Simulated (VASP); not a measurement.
Band structure of BaTiO$_{3}$ (tetragonal perovskite). All values below come from TPSS meta-GGA, VASP's PBE PAW potentials (set 64) (plane waves; VASP 6.6.1).

Unless said otherwise, spin-orbit coupling is left out, though it shifts the bands of the heavy elements here.

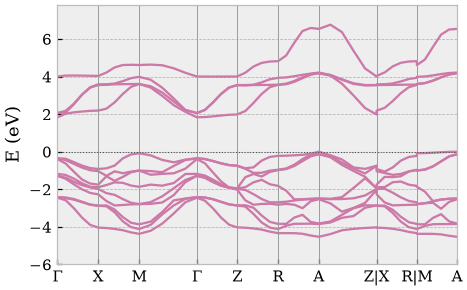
Figure: Bands along high-symmetry lines, zero at the valence-band maximum or, without a gap, the Fermi level

Q: Read the plot: is there a gap, and where are the band edges?

A: The gap is indirect, 1.83 eV, from the valence maximum at A to the conduction minimum at Γ.

The compound is BaTiO3 in the tetragonal perovskite structure. It was relaxed first.
